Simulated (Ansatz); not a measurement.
**AlH3Cl− (SMILES [AlH3-][Cl]): the energy, rung by rung**

AlH3Cl− has 5 atoms, charge -1, and is taken as a singlet. SMILES: `[AlH3-][Cl]`. The shape comes from GFN2-xTB, which is rough for such elements, and wasn't checked as a minimum.

```
atom    x (Å)    y (Å)    z (Å)
  Al   0.1092  -0.0004  -0.0825
  Cl  -1.5627  -0.0021   1.1843
   H   0.2261   1.4785  -0.7042
   H  -0.1602  -1.1064  -1.2183
   H   1.3877  -0.3695   0.8207
```

Quantity: the energy change with the Al1–H5 bond stretched from 1.608 to 2.412 Å, in eV. The values are calculated.

```json
{"level": "BLYP/STO-3G (restricted)", "kind": "GGA", "program": "Ansatz", "value (eV)": "2.76", "less FCI/STO-3G": "-0.51"}
{"level": "revPBE/STO-3G (restricted)", "kind": "GGA", "program": "Ansatz", "value (eV)": "2.79", "less FCI/STO-3G": "-0.48"}
{"level": "r2SCAN/STO-3G (restricted)", "kind": "meta-GGA", "program": "Ansatz", "value (eV)": "3.04", "less FCI/STO-3G": "-0.23"}
{"level": "B3LYP/STO-3G (restricted)", "kind": "global hybrid", "program": "Ansatz", "value (eV)": "3.06", "less FCI/STO-3G": "-0.21"}
{"level": "CAM-B3LYP/STO-3G (restricted)", "kind": "range-separated hybrid", "program": "Ansatz", "value (eV)": "3.29", "less FCI/STO-3G": "+0.02"}
{"level": "B2PLYP/STO-3G (restricted)", "kind": "double hybrid", "program": "Ansatz", "value (eV)": "3.26", "less FCI/STO-3G": "-0.01"}
{"level": "MP2/STO-3G (restricted)", "kind": "perturbation theory", "program": "Ansatz", "value (eV)": "3.52", "less FCI/STO-3G": "+0.25"}
{"level": "CCSD(T)/STO-3G (restricted)", "kind": "coupled cluster or CI", "program": "Ansatz", "value (eV)": "3.27", "less FCI/STO-3G": "0.00"}
{"level": "CCSD/STO-3G (restricted)", "kind": "coupled cluster or CI", "program": "Ansatz", "value (eV)": "3.29", "less FCI/STO-3G": "+0.02"}
{"level": "FCI/STO-3G", "kind": "exact in the basis", "program": "Ansatz", "value (eV)": "3.27", "less FCI/STO-3G": "0.00"}
```

FCI/STO-3G is exact within its basis and frozen core, so for wave-function methods in that basis the difference is their error; functionals converge differently with the basis, so for them it is only a difference. Sets without diffuse functions describe the anion poorly. The first shape isn't each level's own minimum. The values span 2.76 to 3.52 eV. All rows use very small basis sets, so even the best lies far from the true value.

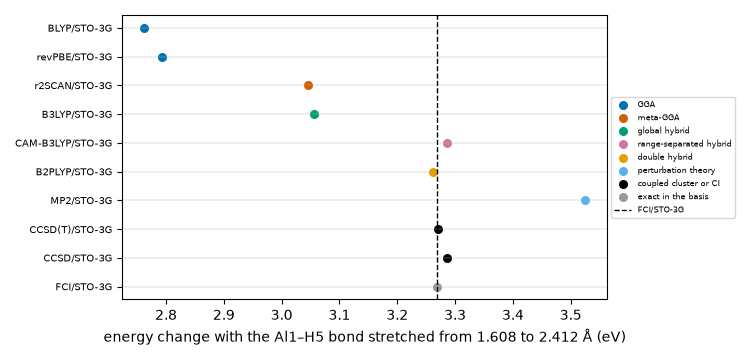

The values of the table, level by level.
